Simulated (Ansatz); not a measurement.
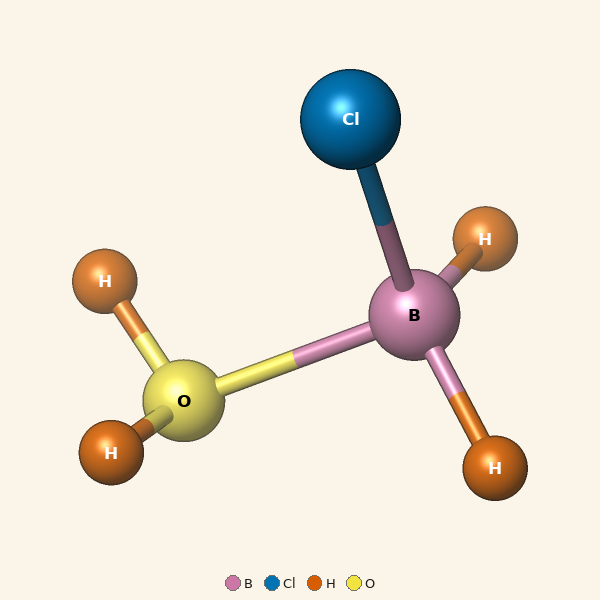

Atoms fade into the background with distance from the viewer. The geometry was computed by an optimisation with PBE0-D4/def2-TZVP.

### List the symmetry elements and name the point group.

It has 1 mirror plane, so the point group is Cs. The group has 2 operations. The geometry is achiral, and symmetry allows a dipole moment.
